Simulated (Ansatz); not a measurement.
**C5H8O: a changed input and its effect**

System: C5H8O, SMILES C#CCOCC.
Method of run A: RKS PBE-D4/def2-TZVPP (Ansatz 0.2.0).

The geometry comes from this level: PBE0-D4/def2-TZVP. Text and figures count atoms from 1; the logs count them from 0 in places.

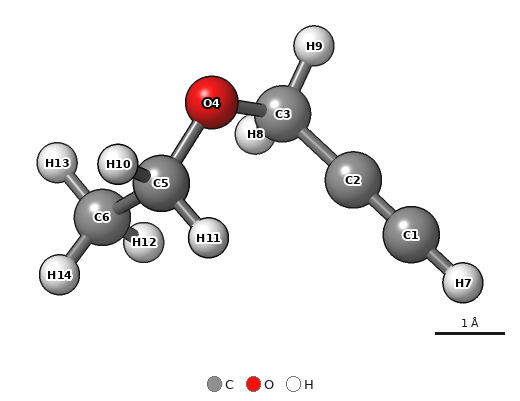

Figure 1. The structure as given in the input (ball-and-stick view, seen at a tilt; atoms are numbered from 1 in the order of the input).

**Input file, run A**
```yaml
crystal:
  periodic: [false, false, false]
  atoms:
    - {symbol: C, position_ang: [-1.801530, 1.434167, 1.626085]}
    - {symbol: C, position_ang: [-0.887832, 0.665742, 1.502873]}
    - {symbol: C, position_ang: [0.219323, -0.275501, 1.346078]}
    - {symbol: O, position_ang: [1.205701, 0.147495, 0.441080]}
    - {symbol: C, position_ang: [0.753016, 0.358178, -0.883111]}
    - {symbol: C, position_ang: [0.350069, -0.913371, -1.600213]}
    - {symbol: H, position_ang: [-2.608339, 2.119073, 1.740207]}
    - {symbol: H, position_ang: [-0.188923, -1.257529, 1.070199]}
    - {symbol: H, position_ang: [0.726543, -0.397818, 2.306307]}
    - {symbol: H, position_ang: [1.598247, 0.825806, -1.391926]}
    - {symbol: H, position_ang: [-0.075246, 1.078402, -0.882953]}
    - {symbol: H, position_ang: [-0.545301, -1.365371, -1.167828]}
    - {symbol: H, position_ang: [1.158918, -1.646717, -1.571423]}
    - {symbol: H, position_ang: [0.126854, -0.690054, -2.646273]}
basis:
  gaussian: {orbitals: def2-TZVPP}
hamiltonian: {xc: pbe, dispersion: d4}
output: {forces: true, orbitals: {seedname: orbitals}}
```

Hardware: 4 CPU threads, shared host.

**Output (run A)**
```
Functional definition: PBE
  parameter kappa = 0.804
  parameter beta = 0.06672455060314922
  exchange = pbe_x(kappa = kappa, mu = beta*pi^2/3)
  correlation = pbe_c(beta = beta)
1523 factors; their error is unknown
mean field evaluation 1: about -7337.5663 eV, gradient 8.2e1 eV
mean field evaluation 2: about -7317.6131 eV, gradient 1.2e2 eV
mean field evaluation 4: about -7352.5929 eV, gradient 2.0e1 eV
mean field evaluation 8: about -7353.5347 eV, gradient 1.6e-1 eV
mean field evaluation 16: about -7353.4914 eV, gradient 6.9e-4 eV
mean field -7353.49136238 eV, -270.2358231918 hartree, gradient 1.7e-5 eV, S^2 0.000000; 0 other end points of the search recorded, 0 dependent functions left out
the calculation of the forces begins
reference -7353.49140977 eV, -270.2358249335 hartree; 23, 23 occupied and 275, 275 virtual orbitals, 1523 factors
Total energy: -7353.75516089 eV, -270.2455176085 hartree
Atom 0 at    -1.801530     1.434167     1.626085 Å, force    -0.736892     0.628337     0.086702 eV/Å
Atom 1 at    -0.887832     0.665742     1.502873 Å, force     0.729390    -0.664657    -0.060368 eV/Å
Atom 2 at     0.219323    -0.275501     1.346078 Å, force    -0.320944     0.028991     0.189464 eV/Å
Atom 3 at     1.205701     0.147495     0.441080 Å, force     0.651981     0.113402     0.135109 eV/Å
Atom 4 at     0.753016     0.358178    -0.883111 Å, force    -0.092435     0.021090    -0.242074 eV/Å
Atom 5 at     0.350069    -0.913371    -1.600213 Å, force    -0.014483    -0.025595    -0.038915 eV/Å
Atom 6 at    -2.608339     2.119073     1.740207 Å, force    -0.159636     0.138921     0.022667 eV/Å
Atom 7 at    -0.188923    -1.257529     1.070199 Å, force    -0.104229    -0.258780    -0.045328 eV/Å
Atom 8 at     0.726543    -0.397818     2.306307 Å, force     0.126661    -0.047559     0.213929 eV/Å
Atom 9 at     1.598247     0.825806    -1.391926 Å, force     0.183251     0.111522    -0.105755 eV/Å
Atom 10 at    -0.075246     1.078402    -0.882953 Å, force    -0.189458     0.173805    -0.019784 eV/Å
Atom 11 at    -0.545301    -1.365371    -1.167828 Å, force    -0.180054    -0.096389     0.079333 eV/Å
Atom 12 at     1.158918    -1.646717    -1.571423 Å, force     0.156508    -0.152086    -0.003600 eV/Å
Atom 13 at     0.126854    -0.690054    -2.646273 Å, force    -0.049663     0.028998    -0.211380 eV/Å
Dipole moment:    -0.169304    -0.087479    -0.125929 e Å
```

The input of run B differs as follows (lines with − go, lines with + come):
```diff
-hamiltonian: {xc: pbe, dispersion: d4}
+hamiltonian: {xc: {name: B3LYP}, dispersion: d4}
```

How does run B compare with run A?

The total energies belong to different models, so their difference says nothing on which is more stable or more accurate. The largest force goes from 0.989 to 0.409 eV/Å. The HOMO goes from −6.10 to −7.43 eV. The LUMO goes from −0.46 to 0.33 eV. The dipole moment goes from 1.10 to 1.19 D.

**Output (run B)**
```
Functional definition: B3LYP
  parameter a0 = 0.2
  parameter ax = 0.72
  parameter ac = 0.81
  exchange = (1 - a0 - ax)*slater_x + ax*b88_x + a0*exact_x
  correlation = (1 - ac)*vwn_rpa_c + ac*lyp_c
1523 factors; their error is unknown
mean field evaluation 1: about -7351.5721 eV, gradient 7.2e1 eV
mean field evaluation 2: about -7346.7822 eV, gradient 8.3e1 eV
mean field evaluation 4: about -7363.1339 eV, gradient 8.7e0 eV
mean field evaluation 8: about -7363.2979 eV, gradient 2.0e-1 eV
mean field evaluation 16: about -7363.2800 eV, gradient 7.8e-4 eV
mean field -7363.27995861 eV, -270.5955474687 hartree, gradient 9.0e-6 eV, S^2 0.000000; 0 other end points of the search recorded, 0 dependent functions left out
the calculation of the forces begins
reference -7363.28026602 eV, -270.5955587656 hartree; 23, 23 occupied and 275, 275 virtual orbitals, 1523 factors
Total energy: -7363.69710234 eV, -270.6108772177 hartree
Atom 0 at    -1.801530     1.434167     1.626085 Å, force    -0.040510     0.038150     0.001522 eV/Å
Atom 1 at    -0.887832     0.665742     1.502873 Å, force    -0.162103     0.118924     0.048106 eV/Å
Atom 2 at     0.219323    -0.275501     1.346078 Å, force    -0.125412    -0.223277     0.319016 eV/Å
Atom 3 at     1.205701     0.147495     0.441080 Å, force     0.270031     0.037663     0.067318 eV/Å
Atom 4 at     0.753016     0.358178    -0.883111 Å, force     0.003020     0.282601    -0.283034 eV/Å
Atom 5 at     0.350069    -0.913371    -1.600213 Å, force    -0.066794    -0.182776    -0.123968 eV/Å
Atom 6 at    -2.608339     2.119073     1.740207 Å, force     0.083301    -0.070467    -0.010434 eV/Å
Atom 7 at    -0.188923    -1.257529     1.070199 Å, force     0.036427     0.045794     0.023354 eV/Å
Atom 8 at     0.726543    -0.397818     2.306307 Å, force    -0.022700    -0.009351    -0.053704 eV/Å
Atom 9 at     1.598247     0.825806    -1.391926 Å, force    -0.053060    -0.018376     0.020977 eV/Å
Atom 10 at    -0.075246     1.078402    -0.882953 Å, force     0.062829    -0.039538    -0.016541 eV/Å
Atom 11 at    -0.545301    -1.365371    -1.167828 Å, force     0.048844     0.013637    -0.028207 eV/Å
Atom 12 at     1.158918    -1.646717    -1.571423 Å, force    -0.042357     0.024202    -0.005374 eV/Å
Atom 13 at     0.126854    -0.690054    -2.646273 Å, force     0.008483    -0.017186     0.040967 eV/Å
Dipole moment:    -0.191068    -0.086652    -0.130501 e Å
```

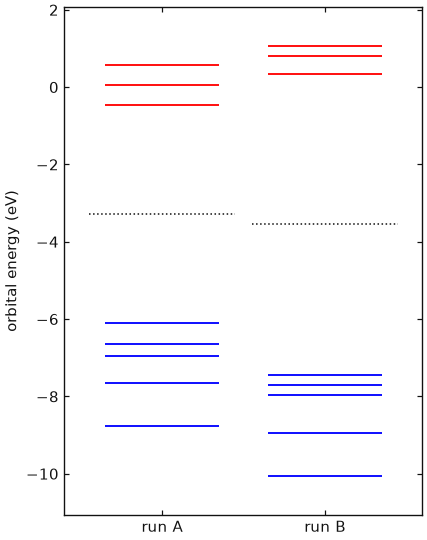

Figure 2. The five highest filled and three lowest empty orbital energies of the two runs; the dotted lines part filled from empty levels. The HOMO–LUMO gap is 5.64 eV in run A and 7.77 eV in run B.

**The two runs side by side**

| quantity | run A | run B |
| --- | --- | --- |
| outcome | converged | converged |
| total energy (hartree) | −270.245518 | −270.610877 |
| HOMO (eV) | −6.10 | −7.43 |
| LUMO (eV) | −0.46 | 0.33 |
| dipole moment (D) | 1.10 | 1.19 |
| largest force (eV/Å) | 0.989 | 0.409 |
| basis functions | 298 | 298 |
| wall time (shared host) | 3.8 s | 6 s |
